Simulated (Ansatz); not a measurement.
# AlH₇O₂: geometry relaxation

System: AlH₇O₂.
Method: RKS PBE0-D4/def2-TZVP (Ansatz 0.2.0).

The geometry is a transition state displaced along its imaginary mode. The reaction was set up to form Al1–O6, H5–O8 and H2–H7 and to break Al1–H2, H5–O6 and H7–O8 (atoms counted from 1 in the order of the input); sticks are drawn by distance alone. Figures and captions count atoms from 1; the log counts them from 0 in places.

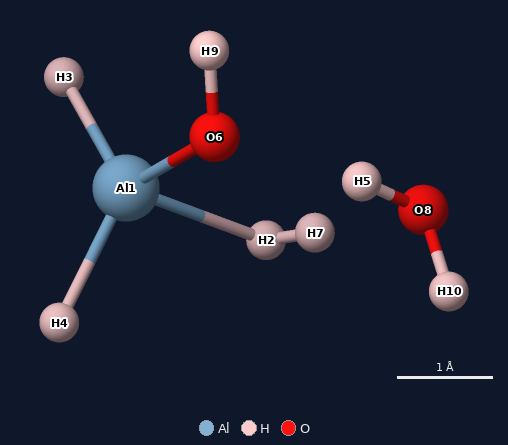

*The structure as given in the input (ball-and-stick view, seen at a tilt; atoms are numbered from 1 in the order of the input). Sticks mark near contacts.*

Summary

```tsv
quantity	value
outcome	converged
total energy	−10800.1757 eV
mean-field energy	−10800.0685 eV
dispersion energy	−0.1072 eV
SCF solution under orbital rotations	stable
largest force (length of the vector) at the end	0.004 eV/Å
dipole moment	0.72 D
hardware	2 CPU threads, shared host
wall time	45 s (CPU time 81 s)
peak memory	0.29 GiB
```

Input file
```yaml
crystal:
  periodic: [false, false, false]
  atoms:
    - {symbol: Al, position_ang: [-0.996035, 0.536366, -0.682972]}
    - {symbol: H, position_ang: [-0.740478, -1.230077, -0.033294]}
    - {symbol: H, position_ang: [-1.183569, 0.321471, -2.250778]}
    - {symbol: H, position_ang: [-2.195504, 0.975688, 0.267772]}
    - {symbol: H, position_ang: [1.202687, -0.130491, 0.654248]}
    - {symbol: O, position_ang: [0.549284, 1.122352, -0.224249]}
    - {symbol: H, position_ang: [-0.150208, -1.180520, 0.276426]}
    - {symbol: O, position_ang: [1.254951, -0.963773, 0.963373]}
    - {symbol: H, position_ang: [1.147534, 1.469800, -0.883066]}
    - {symbol: H, position_ang: [1.111437, -0.920815, 1.912640]}
basis:
  gaussian: {orbitals: def2-TZVP}
hamiltonian: {xc: pbe0, dispersion: d4}
relax: {f_tol: 0.005, max_steps: 200}
```

What the program printed
```
Functional definition: PBE0
  name "PBE0"
  cite "Adamo & Barone, J. Chem. Phys. 110, 6158 (1999) doi:10.1063/1.478522"
  cite "Perdew, Burke & Ernzerhof, Phys. Rev. Lett. 77, 3865 (1996) doi:10.1103/PhysRevLett.77.3865"
  parent pbe
  parameter a = 0.25
  parameter kappa = 0.804
  parameter beta = 0.06672455060314922
  exchange = (1 - a)*pbe_x(kappa = kappa, mu = beta*pi^2/3) + a*exact_x
  correlation = pbe_c(beta = beta)
889 factors; their error is unknown
mean field evaluation 1: about -10791.1757 eV, gradient 7.2e1 eV
mean field evaluation 2: about -10777.4754 eV, gradient 1.1e2 eV
mean field evaluation 4: about -10799.1046 eV, gradient 5.7e0 eV
mean field evaluation 8: about -10799.1690 eV, gradient 3.1e-2 eV
mean field -10799.16895917 eV, -396.8621393100 hartree, gradient 4.1e-5 eV, S^2 0.000000; 0 other end points of the search recorded, 0 dependent functions left out
the calculation of the forces begins
reference -10799.16899243 eV, -396.8621405323 hartree; 18, 18 occupied and 123, 123 virtual orbitals, 889 factors
relax step   1: F+E_penalty+E_count = -10799.27793763 eV  Δ(F+E_penalty+E_count) = +0.000e0 eV  max|allowed force component| = 5.469e0 eV/Å  Δτ_max = 0.0000 Å  (24 SCF iters, accepted)
these checks for a lower state are left out or cut short: starts, cluster_reference, orbital_swaps, neighbouring_geometries, increment
889 factors; their error is unknown
mean field evaluation 16: about -10799.9020 eV, gradient 1.5e-1 eV
mean field -10799.91932578 eV, -396.8897147740 hartree, gradient 2.4e-5 eV, S^2 0.000000; 0 other end points of the search recorded, 0 dependent functions left out
[... from here on the field's lines of each further geometry are left out, up to the last ...]
relax step   2: F+E_penalty+E_count = -10800.02603696 eV  Δ(F+E_penalty+E_count) = -7.481e-1 eV  max|allowed force component| = 7.758e-1 eV/Å  Δτ_max = 0.1944 Å  (28 SCF iters, accepted)
relax step   3: F+E_penalty+E_count = -10800.09042839 eV  Δ(F+E_penalty+E_count) = -6.439e-2 eV  max|allowed force component| = 3.948e-1 eV/Å  Δτ_max = 0.1511 Å  (28 SCF iters, accepted)
relax step   4: F+E_penalty+E_count = -10800.12249320 eV  Δ(F+E_penalty+E_count) = -3.206e-2 eV  max|allowed force component| = 3.956e-1 eV/Å  Δτ_max = 0.1256 Å  (28 SCF iters, accepted)
relax step   5: F+E_penalty+E_count = -10800.13927298 eV  Δ(F+E_penalty+E_count) = -1.678e-2 eV  max|allowed force component| = 4.391e-1 eV/Å  Δτ_max = 0.1600 Å  (28 SCF iters, accepted)
relax step   6: F+E_penalty+E_count = -10800.12917526 eV  Δ(F+E_penalty+E_count) = +1.010e-2 eV  max|allowed force component| = 2.236e-1 eV/Å  Δτ_max = 0.2000 Å  (28 SCF iters, rejected (line search))
relax step   7: F+E_penalty+E_count = -10800.15323236 eV  Δ(F+E_penalty+E_count) = -1.396e-2 eV  max|allowed force component| = 1.822e-1 eV/Å  Δτ_max = 0.0969 Å  (30 SCF iters, accepted)
relax step   8: F+E_penalty+E_count = -10800.16172438 eV  Δ(F+E_penalty+E_count) = -8.492e-3 eV  max|allowed force component| = 9.215e-2 eV/Å  Δτ_max = 0.0999 Å  (30 SCF iters, accepted)
relax step   9: F+E_penalty+E_count = -10800.16674996 eV  Δ(F+E_penalty+E_count) = -5.026e-3 eV  max|allowed force component| = 1.637e-1 eV/Å  Δτ_max = 0.1433 Å  (28 SCF iters, accepted)
relax step  10: F+E_penalty+E_count = -10800.16989715 eV  Δ(F+E_penalty+E_count) = -3.147e-3 eV  max|allowed force component| = 3.458e-1 eV/Å  Δτ_max = 0.1165 Å  (28 SCF iters, accepted)
relax step  11: F+E_penalty+E_count = -10800.17285709 eV  Δ(F+E_penalty+E_count) = -2.960e-3 eV  max|allowed force component| = 1.611e-1 eV/Å  Δτ_max = 0.0416 Å  (30 SCF iters, accepted)
relax step  12: F+E_penalty+E_count = -10800.17317845 eV  Δ(F+E_penalty+E_count) = -3.214e-4 eV  max|allowed force component| = 4.185e-2 eV/Å  Δτ_max = 0.0313 Å  (30 SCF iters, accepted)
relax step  13: F+E_penalty+E_count = -10800.17487464 eV  Δ(F+E_penalty+E_count) = -1.696e-3 eV  max|allowed force component| = 2.458e-2 eV/Å  Δτ_max = 0.0414 Å  (30 SCF iters, accepted)
relax step  14: F+E_penalty+E_count = -10800.17537747 eV  Δ(F+E_penalty+E_count) = -5.028e-4 eV  max|allowed force component| = 4.387e-2 eV/Å  Δτ_max = 0.0360 Å  (29 SCF iters, accepted)
relax step  15: F+E_penalty+E_count = -10800.17556717 eV  Δ(F+E_penalty+E_count) = -1.897e-4 eV  max|allowed force component| = 6.241e-2 eV/Å  Δτ_max = 0.0379 Å  (29 SCF iters, accepted)
relax step  16: F+E_penalty+E_count = -10800.17562861 eV  Δ(F+E_penalty+E_count) = -6.144e-5 eV  max|allowed force component| = 3.303e-2 eV/Å  Δτ_max = 0.0076 Å  (31 SCF iters, accepted)
relax step  17: F+E_penalty+E_count = -10800.17563290 eV  Δ(F+E_penalty+E_count) = -4.288e-6 eV  max|allowed force component| = 1.812e-2 eV/Å  Δτ_max = 0.0052 Å  (31 SCF iters, accepted)
relax step  18: F+E_penalty+E_count = -10800.17563339 eV  Δ(F+E_penalty+E_count) = -4.913e-7 eV  max|allowed force component| = 8.341e-3 eV/Å  Δτ_max = 0.0075 Å  (31 SCF iters, accepted)
the calculation of the forces begins
reference -10800.06846892 eV, -396.8951956835 hartree; 18, 18 occupied and 123, 123 virtual orbitals, 889 factors
relax step  19: F+E_penalty+E_count = -10800.17566120 eV  Δ(F+E_penalty+E_count) = -2.781e-5 eV  max|allowed force component| = 3.914e-3 eV/Å  Δτ_max = 0.0047 Å  (31 SCF iters, accepted)
```

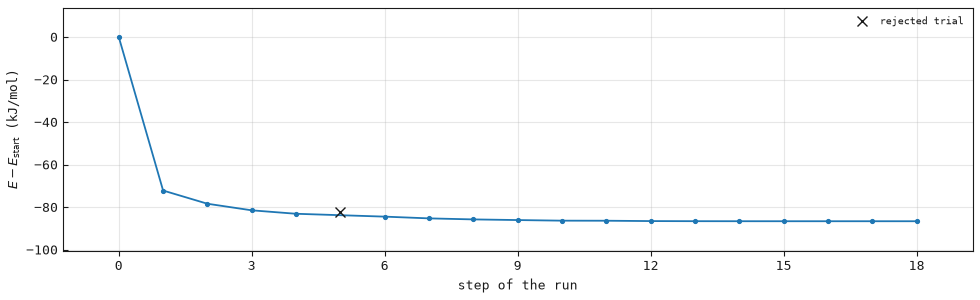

*Progress of the relaxation, step by step (the first geometry is step 0 here and step 1 in the log).*

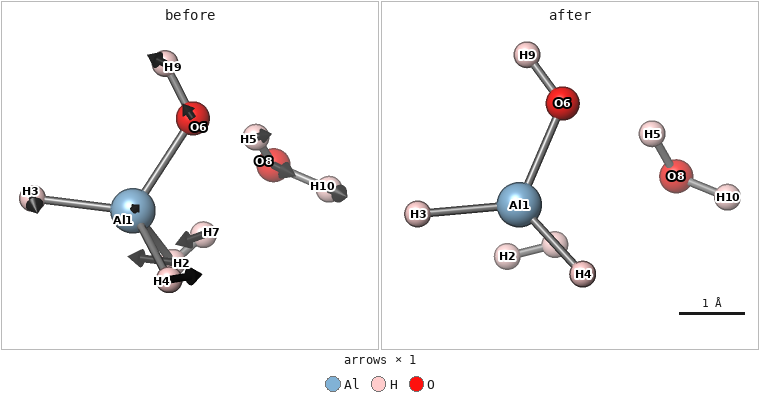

*Before (left) and after (right) the relaxation, at one scale (ball-and-stick view, seen at a tilt). The black arrows give the displacements, at true length.*

The energy falls by 86.6 kJ/mol in 18 geometry steps. The largest force component goes from 5.5 to 0.0039 eV/Å. The line search rejected the trial step at point 5 (counted from 0) and went back. The atom that moves furthest after the best rigid fit is H2 (0.78 Å). Largest moves by element: H 0.78 Å, O 0.45 Å, Al 0.15 Å. Among the contacts that change: Al1–H2 1.899 → 2.154 Å, H2–H7 0.668 → 0.765 Å, H5–O8 0.890 → 0.973 Å, Al1–H4 1.592 → 1.576 Å. Among the angles that change: H3–Al1–O6 114.5° → 117.9°, H3–Al1–H4 122.4° → 124.6°. (Atoms are counted from 1 in the order of the input.)

```
889 factors; their error is unknown
mean field -10800.06843558 eV, -396.8951944583 hartree, gradient 8.3e-5 eV, S^2 0.000000; 1 other end points of the search recorded, 0 dependent functions left out
the calculation of the forces begins
reference -10800.06846892 eV, -396.8951956835 hartree; 18, 18 occupied and 123, 123 virtual orbitals, 889 factors
Total energy: -10800.17569454 eV, -396.8991361522 hartree
Atom 0 at    -0.914769     0.646057    -0.593107 Å, force     0.002841     0.001262    -0.001398 eV/Å
Atom 1 at    -0.771625    -1.497476    -0.743674 Å, force    -0.000439    -0.000343    -0.000114 eV/Å
Atom 2 at    -1.531285     0.484850    -2.044457 Å, force     0.000888     0.000130     0.001181 eV/Å
Atom 3 at    -1.760160     0.733254     0.734670 Å, force     0.000571    -0.000162     0.000416 eV/Å
Atom 4 at     1.297107    -0.026939     0.859831 Å, force    -0.000782    -0.002895     0.001351 eV/Å
Atom 5 at     0.717574     1.186264    -0.464063 Å, force    -0.003913    -0.000194    -0.000015 eV/Å
Atom 6 at    -0.353371    -1.432447    -0.107017 Å, force     0.000377     0.000084    -0.000324 eV/Å
Atom 7 at     1.132356    -0.850277     1.350475 Å, force     0.000962     0.001691    -0.003280 eV/Å
Atom 8 at     1.254087     1.337204    -1.241362 Å, force    -0.000085    -0.000292    -0.000575 eV/Å
Atom 9 at     0.930186    -0.580490     2.248807 Å, force    -0.000418     0.000718     0.002758 eV/Å
Dipole moment:     0.065074     0.104014    -0.085265 e Å
```

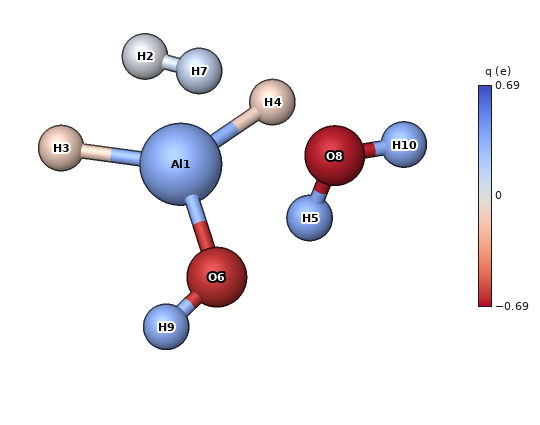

*Mulliken charges, as the colour of each atom (ball-and-stick view, seen at a tilt; atoms are numbered from 1 in the order of the input).*

By element: Al +0.34, H −0.12 to +0.35 and O −0.66 to −0.62 e.
